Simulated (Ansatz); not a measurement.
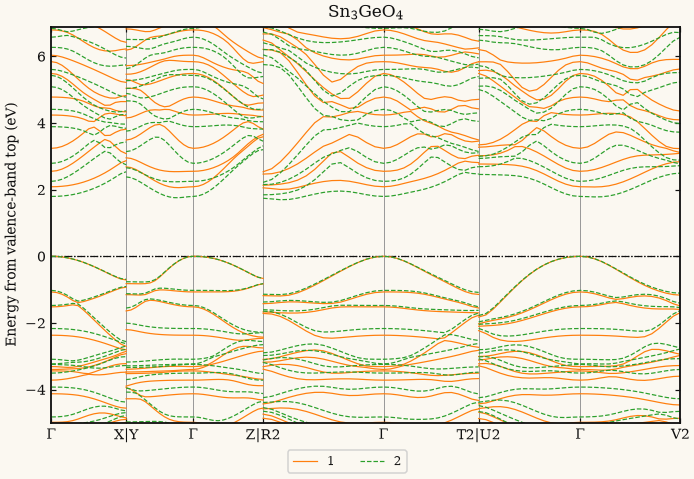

Band structures of Sn$_{3}$GeO$_{4}$, space group P1, 8 atoms in the cell, by two methods on the same cell. Each is counted from its own valence-band top.

### Which curve is which? The methods: r2SCAN, PBE.

1 is r2SCAN; 2 is PBE. r2SCAN gives a gap of 2.01 eV along the path and PBE gives a gap of 1.70 eV along the path.

Settings. r2SCAN: DFT r2SCAN, scalar-relativistic, plane waves, PAW, no spin polarisation, 6×6×6 k mesh, 500 eV cutoff, Gaussian smearing of 0.02 eV (Ansatz 0.2.0). PBE: DFT PBE, scalar-relativistic, plane waves, PAW, no spin polarisation, 6×6×6 k mesh, 420 eV cutoff (Ansatz 0.2.0).

The structure is an invented one, so it need not be a known or stable phase. The atoms aren't at rest in this cell (largest force 0.6 eV/Å), so the relaxed material can differ.
